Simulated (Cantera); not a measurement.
Feed: 1 mol Si3N4, 19 mol NF3, equilibrated at 0.0100 bar.

Method: chemical equilibrium by Gibbs-energy minimisation in Cantera with the NASA 1993 tables (ideal gas, pure condensed phases). Candidate condensed phases: Si, Si3N4; 16 gas species. Equilibrium is a limit: real reactors are often held back by kinetics, nucleation or transport.

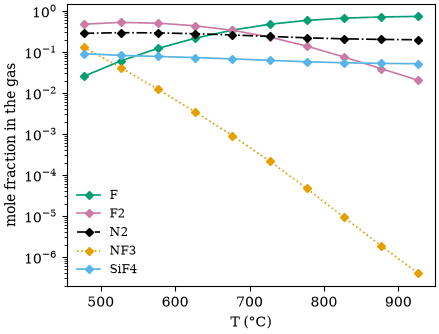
Fig. 1. Equilibrium gas composition (values under 1e-9 drawn at 1e-9)

From 477 °C to 927 °C nothing is condensed. The main Si-bearing gas is SiF4 throughout.
